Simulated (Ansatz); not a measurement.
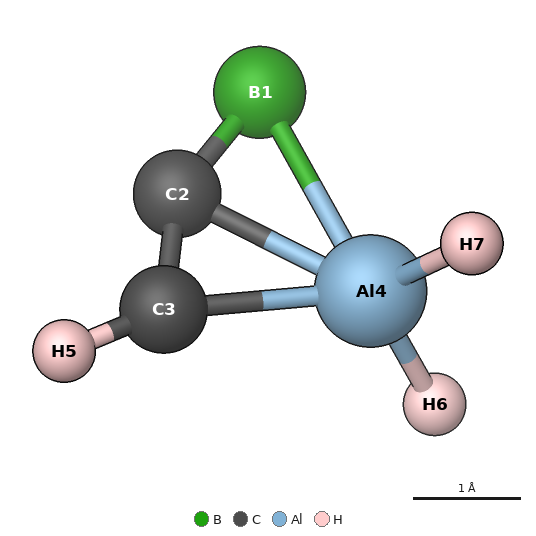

The atoms are numbered. The species has charge −1 and is a spin singlet. The geometry was computed by an optimisation with PBE0-D4/def2-TZVPD. No frequency run is at hand to confirm it as a minimum.

Give these bond angles: C2–B1–Al4, B1–C2–C3, B1–C2–Al4, C3–C2–Al4, C2–C3–Al4, C2–C3–H5, Al4–C3–H5, B1–Al4–C2, B1–Al4–C3, B1–Al4–H6, C2–Al4–C3, C2–Al4–H6, C3–Al4–H6, H6–Al4–H7.

```
    angle  degrees
C2–B1–Al4     58.8
 B1–C2–C3    152.8
B1–C2–Al4     84.4
C3–C2–Al4     68.4
C2–C3–Al4     73.6
 C2–C3–H5    125.9
Al4–C3–H5    160.5
B1–Al4–C2     36.8
B1–Al4–C3     74.8
B1–Al4–H6    112.6
C2–Al4–C3     38.0
C2–Al4–H6    121.3
C3–Al4–H6    116.3
H6–Al4–H7    117.0
```
